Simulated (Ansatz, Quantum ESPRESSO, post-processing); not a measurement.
# puckered PAs, 1 layer: capacitance across a vacuum gap, part 4 of 5

Aim: potential against charge for puckered PAs, 1 layer facing a metal electrode, and the capacitance that follows.

Quantum ESPRESSO 7.5; plane-wave DFT, LDA, GBRV ultrasoft pseudopotentials; geometry by Ansatz 0.2.0 with PAW datasets.

So far. Step 6 (SCF with pw.x: charge 0.0246 e): The electrode's potential over the Fermi level goes from 4.647 to 6.117 eV, the far face's from 4.648 to 5.090 eV. The neutral sheet has a gap, in which the smearing places the Fermi level. Step 7 (Self-consistent run: charge 0.0492 e): The electrode's potential over the Fermi level goes from 6.117 to 7.208 eV, the far face's from 5.090 to 5.141 eV.

## (8) SCF with pw.x: charge 0.0985 e

The input, q5.in:

```
&control
  prefix = 'q5'
  outdir = './out'
  pseudo_dir = './pseudo'
  calculation = 'scf'
  tprnfor = .true.
/
&system
  ibrav = 0
  nat = 4
  ntyp = 2
  ecutwfc = 40
  ecutrho = 200
  occupations = 'smearing'
  smearing = 'fd'
  degauss = 0.004
  assume_isolated = 'esm'
  esm_bc = 'bc3'
  tot_charge = 0.0985
/
&electrons
  conv_thr = 1e-08
  mixing_beta = 0.4
  electron_maxstep = 120
  mixing_mode = 'local-TF'
  startingpot = 'file'
/
ATOMIC_SPECIES
  P   30.9738  p_lda_v1.5.uspp.F.UPF
  As  74.9216  as_lda_v1.uspp.F.UPF
CELL_PARAMETERS angstrom
  4.69217240104725 -0.00000000000000 -0.00000000000000
  -0.00000000000000 3.50033504501964 -0.00000000000000
  -0.00000000000000 -0.00000000000000 18.36000000000000
ATOMIC_POSITIONS crystal
  P   0.079324063225 0.000000000000 0.104063887042
  As  0.420675035191 0.500000000000 0.099468471117
  As  0.920675792308 0.000000000000 0.227328914504
  P   0.579325109275 0.500000000000 0.222733432541
K_POINTS automatic
  16 20 1 0 0 0
```

The run is started by

```console
cp -r out/q4.save out/q5.save
OMP_NUM_THREADS=1 mpirun -n 4 pw.x -nk 4 -in q5.in > q5.out
```

The program printed:

```text
[banner, memory and clock lines left out]
Program PWSCF v.7.5 starts
[...]
Message from routine setup:
[...]
number of electrons       =        19.90
     number of Kohn-Sham states=           14
     kinetic-energy cutoff     =      40.0000  Ry
     charge density cutoff     =     200.0000  Ry
[...]
number of k points=    99  Fermi-Dirac smearing, width (Ry)=  0.0040
[...]
Dense  grid:    97015 G-vectors     FFT dimensions: (  40,  30, 160)
[...]
The initial density is read from file :
[...]
negative rho (up, down):  3.999E-04 0.000E+00
     Starting wfcs are   16 randomized atomic wfcs
[...]
negative rho (up, down):  4.466E-04 0.000E+00
[...]
estimated scf accuracy    <       0.05365335 Ry
[...]
negative rho (up, down):  2.461E-03 0.000E+00
[...]
estimated scf accuracy    <       0.03206660 Ry
[...]
negative rho (up, down):  2.460E-03 0.000E+00
[...]
estimated scf accuracy    <       0.00183399 Ry
[...]
negative rho (up, down):  1.081E-03 0.000E+00
[...]
estimated scf accuracy    <       0.02412677 Ry
[...]
negative rho (up, down):  3.899E-04 0.000E+00
[...]
estimated scf accuracy    <       0.00179717 Ry
[...]
negative rho (up, down):  1.341E-05 0.000E+00
[...]
estimated scf accuracy    <       0.00061365 Ry
[...]
negative rho (up, down):  1.306E-05 0.000E+00
[...]
estimated scf accuracy    <       0.00098550 Ry
[...]
negative rho (up, down):  3.040E-05 0.000E+00
[...]
estimated scf accuracy    <       0.00075405 Ry
[...]
negative rho (up, down):  1.370E-04 0.000E+00
[...]
estimated scf accuracy    <       0.00013115 Ry
[...]
negative rho (up, down):  1.308E-04 0.000E+00
[...]
estimated scf accuracy    <       0.00001469 Ry
[...]
negative rho (up, down):  1.233E-04 0.000E+00
[...]
estimated scf accuracy    <       0.00005047 Ry
[...]
negative rho (up, down):  3.356E-04 0.000E+00
[...]
estimated scf accuracy    <       0.00003823 Ry
[...]
negative rho (up, down):  3.408E-04 0.000E+00
[...]
estimated scf accuracy    <       0.00008101 Ry
[...]
negative rho (up, down):  3.642E-04 0.000E+00
[...]
estimated scf accuracy    <       0.00003525 Ry
[...]
negative rho (up, down):  3.683E-04 0.000E+00
[...]
estimated scf accuracy    <       0.00000530 Ry
[...]
negative rho (up, down):  3.659E-04 0.000E+00
[...]
estimated scf accuracy    <       0.00000133 Ry
[...]
negative rho (up, down):  3.590E-04 0.000E+00
[...]
estimated scf accuracy    <       0.00000092 Ry
[...]
negative rho (up, down):  3.848E-04 0.000E+00
[...]
estimated scf accuracy    <       0.00000117 Ry
[...]
negative rho (up, down):  4.192E-04 0.000E+00
[...]
estimated scf accuracy    <       0.00000046 Ry
[...]
negative rho (up, down):  4.088E-04 0.000E+00
[...]
estimated scf accuracy    <       0.00000033 Ry
[...]
negative rho (up, down):  4.173E-04 0.000E+00
[...]
estimated scf accuracy    <       0.00000150 Ry
[...]
negative rho (up, down):  4.327E-04 0.000E+00
[...]
estimated scf accuracy    <       0.00000148 Ry
[...]
negative rho (up, down):  4.315E-04 0.000E+00
[...]
estimated scf accuracy    <       0.00000165 Ry
[...]
negative rho (up, down):  4.310E-04 0.000E+00
[...]
estimated scf accuracy    <       0.00000241 Ry
[...]
negative rho (up, down):  4.055E-04 0.000E+00
[...]
estimated scf accuracy    <       0.00000157 Ry
[...]
negative rho (up, down):  3.950E-04 0.000E+00
[...]
estimated scf accuracy    <       0.00000042 Ry
[...]
negative rho (up, down):  4.064E-04 0.000E+00
[...]
estimated scf accuracy    <       0.00000105 Ry
[...]
negative rho (up, down):  4.022E-04 0.000E+00
[...]
estimated scf accuracy    <       0.00000038 Ry
[...]
negative rho (up, down):  4.080E-04 0.000E+00
[...]
estimated scf accuracy    <       0.00000007 Ry
[...]
negative rho (up, down):  4.084E-04 0.000E+00
[...]
estimated scf accuracy    <       0.00000034 Ry
[...]
negative rho (up, down):  4.088E-04 0.000E+00
[...]
estimated scf accuracy    <       0.00000006 Ry
[...]
negative rho (up, down):  4.131E-04 0.000E+00
[...]
the Fermi energy is    -9.3672 ev
!    total energy              =    -110.62231219 Ry
     estimated scf accuracy    <          4.7E-09 Ry
     smearing contrib. (-TS)   =      -0.00051319 Ry
     internal energy E=F+TS    =    -110.62179900 Ry
[...]
one-electron contribution =   -1749.01853576 Ry
     hartree contribution      =     873.00154794 Ry
     xc contribution           =     -73.76685354 Ry
     ewald contribution        =     839.16204236 Ry
     convergence has been achieved in  32 iterations
     negative rho (up, down):  4.131E-04 0.000E+00
[...]
Total force =     0.017268     Total SCF correction =     0.000174
[...]
```

The job ended after 4.4 min (4 MPI ranks of Arm Neoverse V2, shared host; peak memory 0.81 GiB).

Read from the output:

- Fermi energy: -9.367 eV
- vacuum line at the lower end of the cell, over the Fermi level: 5.195 eV
- slope of the potential above: 1.082 eV/Å
- vacuum line at the upper end of the cell, over the Fermi level: 9.364 eV

The electrode's potential over the Fermi level goes from 7.208 to 9.364 eV, the far face's from 5.141 to 5.195 eV.

Gauss's law asks for a slope of 180.95 q/A = 1.085 eV/Å in the gap; the run gives 1.082.

Each curve counts from the Fermi level of its own run.

The potential energy (potential at -0.0492 e) oscillates, so the rows of the table below give means over windows of 2 Å about each position, cut where the curve ends. Its maxima inside the range that stand out by 2 % of the span (Å: eV): 1.8: 8.75, 3.0: -0.0108, 4.2: 8.77, 6.2: 3.64. Its minima: 1.1: -1.94, 2.4: -4.59, 3.6: -4.69, 4.8: -2.13.

The runs together. The potential energy by z; means over each step:

```csv
z (Å),potential at -0.0492 e (eV),potential at -0.0246 e (eV),potential at 0 e (eV),potential at 0.0246 e (eV),potential at 0.0492 e (eV),potential at 0.0985 e (eV)
-8,4.22,4.24,4.65,5.09,5.14,5.20
-6,4.22,4.24,4.65,5.09,5.14,5.20
-4,4.22,4.24,4.65,5.09,5.14,5.20
-2,4.22,4.24,4.65,5.09,5.14,5.19
0,3.44,3.46,3.87,4.32,4.37,4.42
2,1.22,1.25,1.68,2.12,2.17,2.22
4,1.20,1.24,1.68,2.14,2.20,2.28
6,3.05,3.26,3.87,4.52,4.78,5.27
8,2.84,3.54,4.64,5.80,6.57,8.09
```

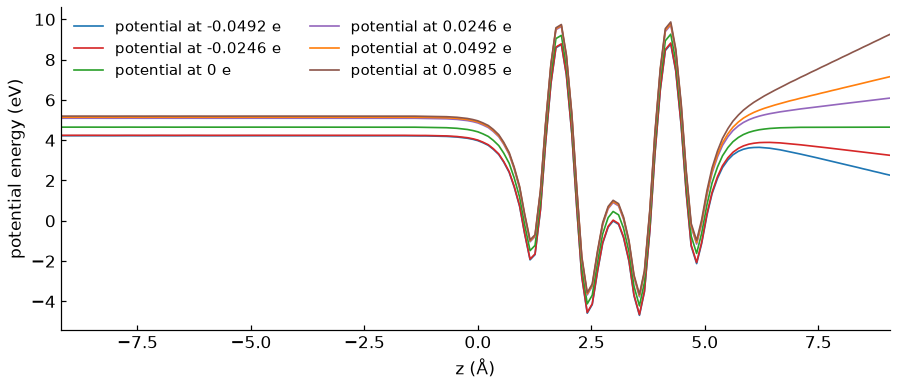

Potential energy against z.

## (9) Potential against charge, and the capacitance

The electrode's potential less the Fermi level by charge of the slab:

```csv
charge of the slab (1e13 e/cm²),electrode's potential less the Fermi level (eV)
-3.00,2.21
-1.50,3.22
0.00,4.65
1.50,6.12
3.00,7.21
6.00,9.36
```

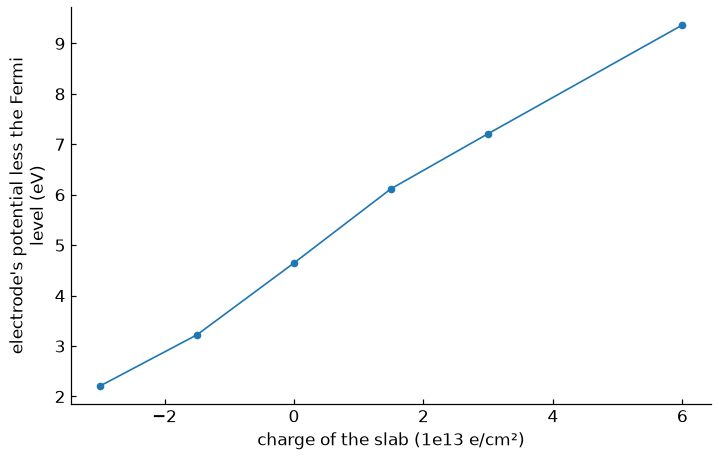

Electrode's potential less the Fermi level against charge of the slab.

Slopes between neighbouring charges; a slope that includes zero charge spans the gap. Differential capacitance against charge of the slab:

```csv
charge of the slab (1e13 e/cm²),differential capacitance (μF/cm²)
-2.25,2.36
-0.75,1.69
0.75,1.63
2.25,2.20
4.50,2.23
```

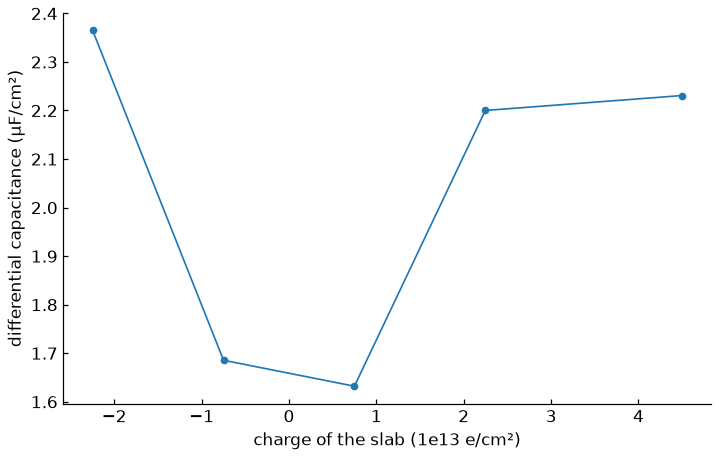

Differential capacitance, plotted against charge of the slab.

## (10) Self-consistent run: between two electrodes with a field of 0.004 Ry/bohr

bc2 puts electrodes at both ends of the cell; esm_efield times the cell length sets the bias between them, and the slab stays neutral.

The input, bc2.in:

```
&control
  prefix = 'bc2'
  outdir = './out'
  pseudo_dir = './pseudo'
  calculation = 'scf'
  tprnfor = .true.
/
&system
  ibrav = 0
  nat = 4
  ntyp = 2
  ecutwfc = 40
  ecutrho = 200
  occupations = 'smearing'
  smearing = 'fd'
  degauss = 0.004
  assume_isolated = 'esm'
  esm_bc = 'bc2'
  esm_efield = 0.004
/
&electrons
  conv_thr = 1e-07
  mixing_beta = 0.4
  electron_maxstep = 120
  mixing_mode = 'local-TF'
/
ATOMIC_SPECIES
  P   30.9738  p_lda_v1.5.uspp.F.UPF
  As  74.9216  as_lda_v1.uspp.F.UPF
CELL_PARAMETERS angstrom
  4.69217240104725 -0.00000000000000 -0.00000000000000
  -0.00000000000000 3.50033504501964 -0.00000000000000
  -0.00000000000000 -0.00000000000000 18.36000000000000
ATOMIC_POSITIONS crystal
  P   0.079324063225 0.000000000000 -0.059334805768
  As  0.420675035191 0.500000000000 -0.063930221694
  As  0.920675792308 0.000000000000 0.063930221694
  P   0.579325109275 0.500000000000 0.059334739731
K_POINTS automatic
  16 20 1 0 0 0
```

The run is started by

```console
OMP_NUM_THREADS=1 mpirun -n 4 pw.x -nk 4 -in bc2.in > bc2.out
```

The program printed:

```text
[banner, memory and clock lines left out]
Program PWSCF v.7.5 starts
[citation notice left out]

[...]
Message from routine setup:
[...]
bravais-lattice index     =            0
     lattice parameter (alat)  =       8.8669  a.u.
     unit-cell volume          =    2034.9458 (a.u.)^3
     number of atoms/cell      =            4
     number of atomic types    =            2
     number of electrons       =        20.00
     number of Kohn-Sham states=           14
     kinetic-energy cutoff     =      40.0000  Ry
     charge density cutoff     =     200.0000  Ry
     scf convergence threshold =      1.0E-07
     mixing beta               =       0.4000
     number of iterations used =            8  local-TF  mixing
     Exchange-correlation= SLA  PZ   NOGX NOGC
                           (   1   1   0   0   0   0   0)

     Effective Screening Medium Method
     Boundary Conditions: Metal-Slab-Metal
     total charge in unit cell        =   0.0000
     field strength                   =   0.0040 Ry/a.u.
     grid points for fit at edges     =        4

[...]
PseudoPot. # 1 for P  read from file:
     ./pseudo/p_lda_v1.5.uspp.F.UPF
     Pseudo is Ultrasoft + core correction, Zval =  5.0
     Generated by new atomic code, or converted to UPF format
     Using radial grid of  903 points,  6 beta functions with:
                l(1) =   0
                l(2) =   0
                l(3) =   1
                l(4) =   1
                l(5) =   2
                l(6) =   2
     Q(r) pseudized with  8 coefficients,  rinner =    1.300   1.300   1.300
                                                       1.300   1.300

     PseudoPot. # 2 for As read from file:
     ./pseudo/as_lda_v1.uspp.F.UPF
     Pseudo is Ultrasoft + core correction, Zval =  5.0
     Generated by new atomic code, or converted to UPF format
     Using radial grid of  875 points,  6 beta functions with:
                l(1) =   0
                l(2) =   0
                l(3) =   1
                l(4) =   1
                l(5) =   2
                l(6) =   2
     Q(r) pseudized with  8 coefficients,  rinner =    1.300   1.300   1.300
                                                       1.300   1.300

     atomic species   valence    mass     pseudopotential
     P                 5.00    30.97380     P ( 1.00)
     As                5.00    74.92160     As( 1.00)

      2 Sym. Ops. (no inversion) found ( 2 have fractional translation)

[...]
number of k points=    99  Fermi-Dirac smearing, width (Ry)=  0.0040
[...]
Dense  grid:    97015 G-vectors     FFT dimensions: (  40,  30, 160)

     Smooth grid:    69567 G-vectors     FFT dimensions: (  36,  30, 144)

     Initial potential from superposition of free atoms

     starting charge      19.9993, renormalised to      20.0000

     negative rho (up, down):  1.527E-04 0.000E+00
     Starting wfcs are   16 randomized atomic wfcs

     per-process dynamical memory:   109.3 Mb

     Self-consistent Calculation

     iteration #  1     ecut=    40.00 Ry     beta= 0.40
     Davidson diagonalization with overlap
     ethr =  1.00E-02,  avg # of iterations =  3.4

     Threshold (ethr) on eigenvalues was too large:
     Diagonalizing with lowered threshold

     Davidson diagonalization with overlap
     ethr =  4.75E-04,  avg # of iterations =  7.9

     negative rho (up, down):  1.352E-05 0.000E+00

     total energy              =    -110.66287027 Ry
     estimated scf accuracy    <       0.06713693 Ry

     iteration #  2     ecut=    40.00 Ry     beta= 0.40
[...]
negative rho (up, down):  2.463E-08 0.000E+00

[...]
total energy              =    -110.65695548 Ry
     estimated scf accuracy    <       0.03405366 Ry

     iteration #  3     ecut=    40.00 Ry     beta= 0.40
[...]
total energy              =    -110.66563973 Ry
     estimated scf accuracy    <       0.00281669 Ry

     iteration #  4     ecut=    40.00 Ry     beta= 0.40
[...]
c_bands:  2 eigenvalues not converged
     c_bands:  2 eigenvalues not converged
     c_bands:  2 eigenvalues not converged
[...]
total energy              =    -110.67521724 Ry
     estimated scf accuracy    <       0.00423291 Ry

     iteration #  5     ecut=    40.00 Ry     beta= 0.40
[...]
c_bands:  1 eigenvalues not converged
     c_bands:  1 eigenvalues not converged
[...]
total energy              =    -110.67511947 Ry
     estimated scf accuracy    <       0.00344042 Ry

     iteration #  6     ecut=    40.00 Ry     beta= 0.40
[...]
total energy              =    -110.67437143 Ry
     estimated scf accuracy    <       0.00295304 Ry

[...]
iteration # 28     ecut=    40.00 Ry     beta= 0.40
[...]
negative rho (up, down):  3.855E-04 0.000E+00

[...]
total energy              =    -110.67463066 Ry
     estimated scf accuracy    <       0.00000023 Ry

     iteration # 29     ecut=    40.00 Ry     beta= 0.40
[...]
negative rho (up, down):  3.848E-04 0.000E+00

[...]
total energy              =    -110.67463073 Ry
     estimated scf accuracy    <       0.00000013 Ry

     iteration # 30     ecut=    40.00 Ry     beta= 0.40
[...]
negative rho (up, down):  3.823E-04 0.000E+00

[...]
total energy              =    -110.67463099 Ry
     estimated scf accuracy    <       0.00000011 Ry

     iteration # 31     ecut=    40.00 Ry     beta= 0.40
[...]
negative rho (up, down):  3.853E-04 0.000E+00

[...]
End of self-consistent calculation

          k = 0.0000 0.0000 0.0000 (  8637 PWs)   bands (ev):

   -18.4416 -16.2236 -13.1361  -9.6000  -9.0556  -8.1194  -7.0040  -5.6841
    -5.4287  -4.1256  -3.2918  -2.2997  -1.6133  -0.8791

          k = 0.0000 0.0670 0.0000 (  8675 PWs)   bands (ev):

   -18.4153 -16.1964 -13.1545  -9.6255  -9.0415  -8.0957  -7.1507  -5.6718
    -5.5855  -4.1404  -3.2669  -2.0673  -1.4216  -1.0337

[...]
the Fermi energy is    -3.7036 ev

!    total energy              =    -110.67463081 Ry
     estimated scf accuracy    <       0.00000006 Ry
     smearing contrib. (-TS)   =      -0.00000083 Ry
     internal energy E=F+TS    =    -110.67462998 Ry

     The total energy is F=E-TS. E is the sum of the following terms:
     one-electron contribution =   -1238.70190751 Ry
     hartree contribution      =     621.58420610 Ry
     xc contribution           =     -73.82678571 Ry
     ewald contribution        =     580.26985714 Ry

     convergence has been achieved in  31 iterations

     negative rho (up, down):  3.853E-04 0.000E+00

     Forces acting on atoms (cartesian axes, Ry/au):

     atom    1 type  1   force =     0.00345373    0.00000000    0.00846194
     atom    2 type  2   force =    -0.00343643    0.00000000    0.00931285
     atom    3 type  2   force =    -0.00377025    0.00000000   -0.00974626
     atom    4 type  1   force =     0.00375295    0.00000000   -0.00800047

     Total force =     0.019219     Total SCF correction =     0.000643

[...]
```

It took 3.6 min on 4 MPI ranks; peak memory 0.83 GiB.

This step gave:

- Fermi energy: -3.704 eV
- slope of the potential below: -0.1393 eV/Å
- vacuum line at the lower end of the cell, over the Fermi level: 5.592 eV
- slope of the potential above: -0.1394 eV/Å
- vacuum line at the upper end of the cell, over the Fermi level: 3.703 eV

The potential energy, planar mean oscillates, so the rows of the table below give means over windows of 1.26 Å about each position, cut where the curve ends. Its maxima inside the range that stand out by 2 % of the span (Å: eV): -1.3: 9.18, 0.0: 0.470, 1.3: 9.16, 3.7: 4.44. Its minima: -1.8: -1.56, -0.6: -4.19, 0.6: -4.20, 1.8: -1.58.

Electrostatic potential energy of an electron; zero at the Fermi level, which the smearing puts inside the gap. The potential energy, planar mean by z; means over each step:

```csv
z (Å),"potential energy, planar mean (eV)"
-8.55,5.50
-7.29,5.33
-6.03,5.15
-4.77,4.98
-3.51,4.72
-2.25,1.96
-0.99,2.99
0.27,-1.02
1.53,3.69
2.79,3.82
4.05,4.40
5.31,4.24
6.57,4.07
7.83,3.89
```

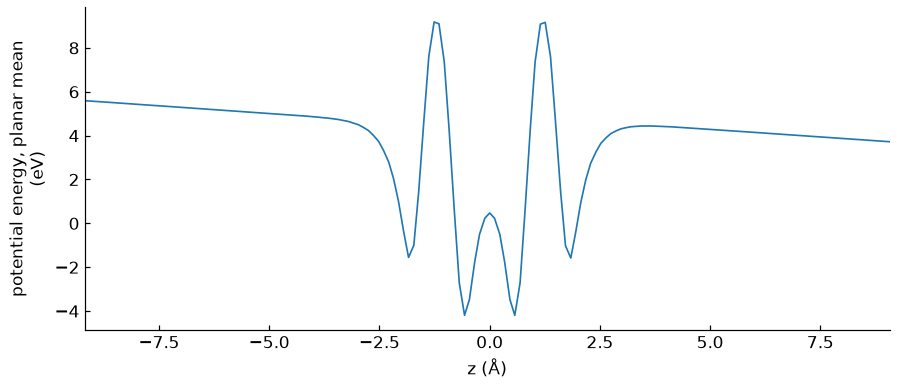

Potential energy, planar mean, plotted against z.

The set field of 0.103 V/Å over 18.4 Å is a bias of 1.89 V; the two ends of the cell differ by 1.89 eV. The slope in the vacuum is 0.139 eV/Å in size, more than the set field, because the slab carries little of the drop.

(Continued in part 5 of 5.)

[Logs are printed without paths, hosts, clocks, repeated set-up lines and the standing remarks that a program may print on its own settings, such as how far it seeks lower states.]

[Hosts, paths, dates, database ids (printed as entryN), source tags and the programs' standing remarks are cut or masked in the printed files.]

[Maps of the electrostatic potential energy from Ansatz leave out the sawtooth potential of an applied field or a dipole correction, so their vacuum need not be flat; planar profiles and work functions include it.]
